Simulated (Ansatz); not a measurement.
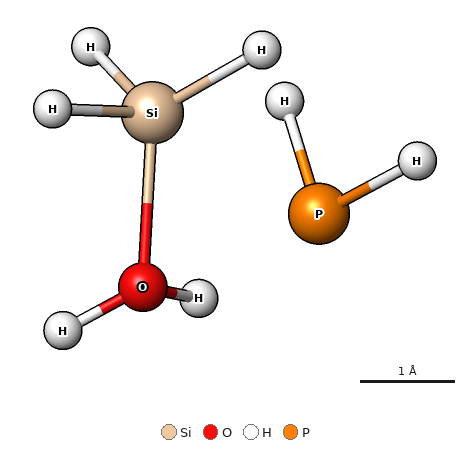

*The structure (ball-and-stick view, seen at a tilt).*

Bond lengths as drawn: H–O 0.97 to 1.07 Å, H–P 1.42 Å, H–Si 1.49 to 1.51 Å and O–Si 1.86 Å.

# Run report: SiPH₇O, frequency calculation

SiPH₇O, computed with RKS PBE0-D4/def2-SVP (Ansatz 0.2.0).

It belongs to a series of runs on one base structure; here: vibrations at the highest image of the band.

The input
```yaml
crystal:
  periodic: [false, false, false]
  atoms:
    - { symbol: Si, position_ang: [0.017491, -0.21072, -0.00432] }
    - { symbol: O, position_ang: [0.074628, -0.035893, 1.845209] }
    - { symbol: H, position_ang: [-0.689346, 0.295335, 2.349713] }
    - { symbol: H, position_ang: [1.24495, 0.083025, -0.78817] }
    - { symbol: H, position_ang: [-0.7577, 1.087701, -0.060605] }
    - { symbol: H, position_ang: [-0.94226, -1.192855, -0.577983] }
    - { symbol: P, position_ang: [1.357739, -2.450496, 1.102094] }
    - { symbol: H, position_ang: [0.75089, -3.082543, -0.016399] }
    - { symbol: H, position_ang: [2.513597, -1.980669, 0.419231] }
    - { symbol: H, position_ang: [0.451509, -1.024385, 1.99433] }
basis:
  gaussian: { orbitals: def2-SVP }
hamiltonian:
  xc: pbe0
  dispersion: d4
phonons: {}
```

Hardware: 2 threads of Arm Neoverse V1, 24 GiB of memory available, shared host.

Command:
```bash
ansatz run input.yaml --threads 2 --pin off --max-ram 3072MiB --backend cpu --events-out ev --progress --plain --runs-dir out
```

Output
```
Engine: ansatz 0.2.0, aarch64-unknown-linux-gnu
Functional definition: PBE0
  parameter a = 0.25
  parameter kappa = 0.804
  parameter beta = 0.06672455060314922
  exchange = (1 - a)*pbe_x(kappa = kappa, mu = beta*pi^2/3) + a*exact_x
  correlation = pbe_c(beta = beta)
875 factors; integrals over basis functions are off by at most 4.0e-4 eV
mean field evaluation 1: about -19307.2170 eV, gradient 3.5e1 eV
mean field evaluation 2: about -19305.4610 eV, gradient 4.8e1 eV
mean field evaluation 4: about -19309.4825 eV, gradient 1.3e0 eV
mean field evaluation 8: about -19309.4856 eV, gradient 7.7e-3 eV
mean field -19309.48561531 eV, -709.6105079232 hartree, gradient 1.7e-5 eV, S^2 0.000000; 0 other end points of the search recorded, 0 dependent functions left out
the calculation of the forces begins
reference -19309.48564007 eV, -709.6105088331 hartree; 22, 22 occupied and 63, 63 virtual orbitals, 875 factors
these checks for a lower state are left out or cut short: stability, starts, cluster_reference, orbital_swaps, neighbouring_geometries, increment
875 factors; integrals over basis functions are off by at most 4.0e-4 eV
mean field evaluation 16: about -19309.4855 eV, gradient 1.1e-1 eV
mean field -19309.48550199 eV, -709.6105037589 hartree, gradient 1.0e-6 eV, S^2 0.000000; 0 other end points of the search recorded, 0 dependent functions left out
[... from here on the field's lines of each further geometry are left out, up to the last ...]
the calculation of the forces begins
reference -19309.48560270 eV, -709.6105074598 hartree; 22, 22 occupied and 63, 63 virtual orbitals, 875 factors
these checks for a lower state are left out or cut short: stability, starts, cluster_reference, orbital_swaps, neighbouring_geometries, increment
875 factors; integrals over basis functions are off by at most 4.0e-4 eV
mean field evaluation 352: about -19309.4856 eV, gradient 1.7e-5 eV
mean field -19309.48561664 eV, -709.6105079720 hartree, gradient 1.7e-6 eV, S^2 0.000000; 0 other end points of the search recorded, 0 dependent functions left out
the calculation of the forces begins
reference -19309.48564139 eV, -709.6105088817 hartree; 22, 22 occupied and 63, 63 virtual orbitals, 875 factors
WARN: phonons: modes at or below zero, which the zero-point energy, F, S and C_V leave out: 1, the lowest at -530.28 cm⁻¹. A minimum has none, and a first-order saddle one
Total energy: -19309.64619372 eV, -709.6164090708 hartree
Atom 0 at     0.017491    -0.210720    -0.004320 Å, force    -0.001572     0.009410     0.000964 eV/Å
Atom 1 at     0.074628    -0.035893     1.845209 Å, force     0.005222    -0.031074     0.001611 eV/Å
Atom 2 at    -0.689346     0.295335     2.349713 Å, force    -0.001437     0.001793     0.000880 eV/Å
Atom 3 at     1.244950     0.083025    -0.788170 Å, force    -0.000926    -0.003472    -0.001561 eV/Å
Atom 4 at    -0.757700     1.087701    -0.060605 Å, force    -0.000137     0.002395    -0.001661 eV/Å
Atom 5 at    -0.942260    -1.192855    -0.577983 Å, force     0.002892     0.000143     0.006228 eV/Å
Atom 6 at     1.357739    -2.450496     1.102094 Å, force     0.002928    -0.006502     0.010048 eV/Å
Atom 7 at     0.750890    -3.082543    -0.016399 Å, force    -0.000231    -0.001357    -0.006376 eV/Å
Atom 8 at     2.513597    -1.980669     0.419231 Å, force    -0.000256     0.001599    -0.000839 eV/Å
Atom 9 at     0.451509    -1.024385     1.994330 Å, force    -0.006482     0.027065    -0.009295 eV/Å
Dipole moment:    -0.446451     0.464996     0.249447 e Å
Vibrations: -530.28 114.38 242.54 285.89 308.84 390.08 463.90 508.63 594.79 659.41 803.90 832.26 926.86 1029.28 1035.23 1077.19 1175.66 2124.68 2234.52 2241.52 2272.79 2445.58 2463.75 3731.67 cm⁻¹, zero-point energy 1.733507 eV
```

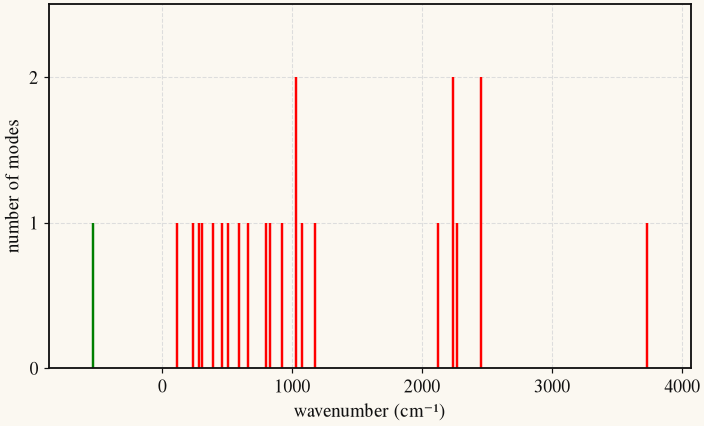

*Harmonic vibrational wavenumbers from the force constants; neighbouring modes closer than 19 cm⁻¹ are counted in one stick, and imaginary ones are drawn at negative wavenumbers.*

24 modes from 530i to 3732 cm⁻¹, 1 imaginary beyond 8i (530i cm⁻¹): a first-order saddle point, if the geometry is stationary.

Summary

- outcome: converged
- total energy: −19309.6462 eV
- mean-field energy: −19309.4856 eV
- largest force (length of the vector): 0.032 eV/Å
- wall time: 64 s (CPU time 2 min)
- peak memory: 0.16 GiB
